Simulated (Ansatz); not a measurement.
# CH7GaInN: what the fields show

```tsv
atom	x (Å)	y (Å)	z (Å)
C	-0.8735	1.5259	-0.0953
N	0.1242	1.0754	0.8411
Ga	0.9989	-0.5245	0.8892
In	0.4156	-2.2845	-0.9527
H	-0.5585	2.4183	-0.6506
H	-1.8315	1.7563	0.3878
H	-1.0704	0.7437	-0.8351
H	0.3394	1.7636	1.5464
H	2.0244	-0.6302	2.0800
H	1.2669	-2.3735	-2.4628
H	-0.8353	-3.4705	-0.7480
```

Geometry: PBE0-D4/def2-TZVP; core potentials replace the inner electrons of In.

Theory: RKS PBE0-D4/def2-TZVPP (Ansatz 0.2.0).

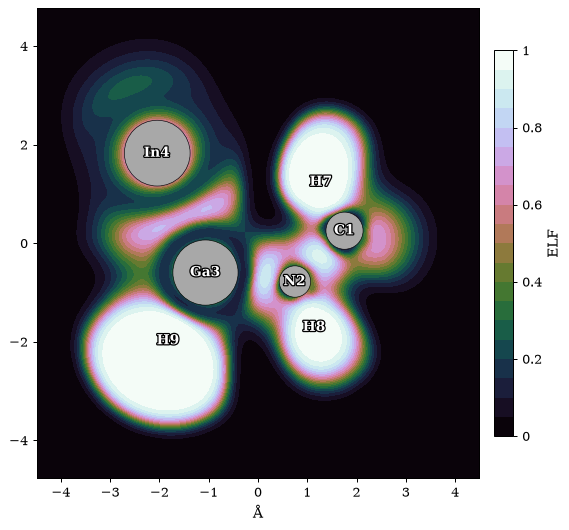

Figure 1. ELF on the plane of atoms In4, Ga3 and H9. Grey discs cover the atomic cores.

**Describe what can be read from this map.**

- Atoms in the plane: C, N, Ga, In and H.
- C–N (1.44 Å): the ELF peaks at about 0.90 between the atoms; a covalent bond.
- Ga–N (1.82 Å): the ELF peaks at about 0.90 in the valence shell of N, 0.6 Å from its nucleus, and is about 0.30 at the midpoint.
- In–Ga (2.61 Å): the ELF peaks at about 0.70 between the atoms.
- N–H (1.01 Å): the ELF climbs to about 1 towards the hydrogen, as it does in any bond to H; an ordinary covalent bond to hydrogen.
- C–H (1.09 Å): the ELF climbs to about 1 towards the hydrogen (an ordinary covalent bond to hydrogen).

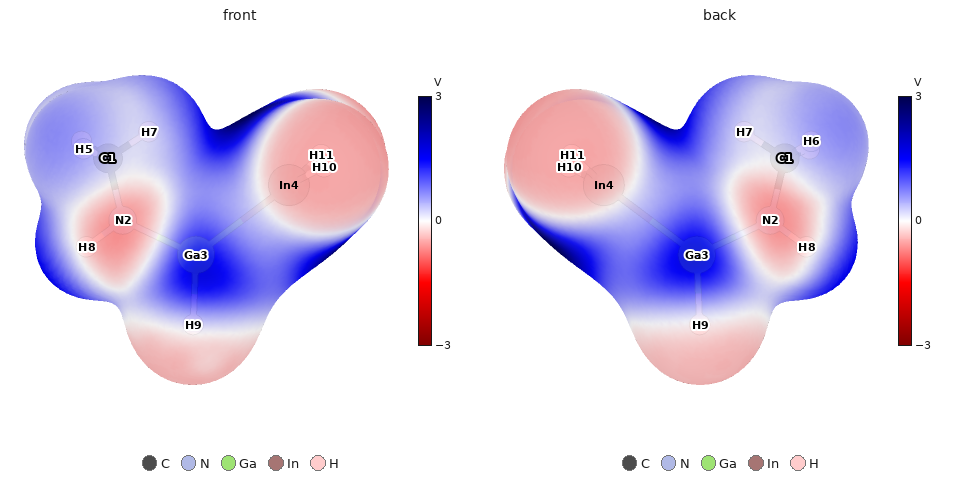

Figure 2. The molecular electrostatic potential painted on the density surface at 0.002 e/bohr³, seen from the front and from behind; the colour scale runs from red (negative) to blue (positive).

**Where is the surface potential most negative and most positive?**

The most negative region (about −0.6 V, or −14 kcal/mol for a unit charge) lies over N2, the most positive (about +2.8 V, or +65 kcal/mol for a unit charge) over In4.

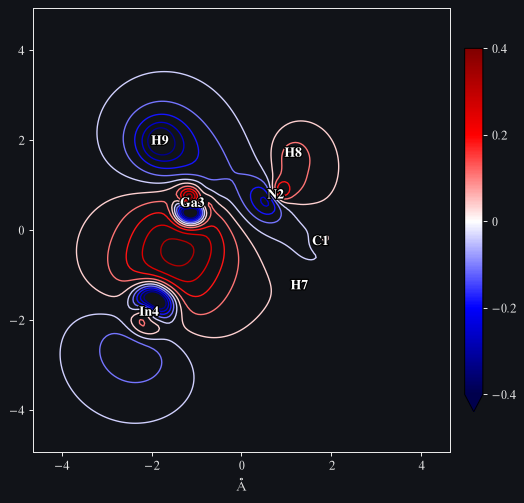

Figure 3. The HOMO−1 on the plane of atoms N2, Ga3 and H9 (values in Å⁻³ᐟ²; the overall sign is arbitrary).

**What is the character of this orbital?**

Its weight (Hirshfeld) is mainly on In4 (about 35 %), Ga3 (about 35 %), H9 (about 10 %), H10 (about 10 %) and H11 (about 10 %). Its energy is −6.83 eV.
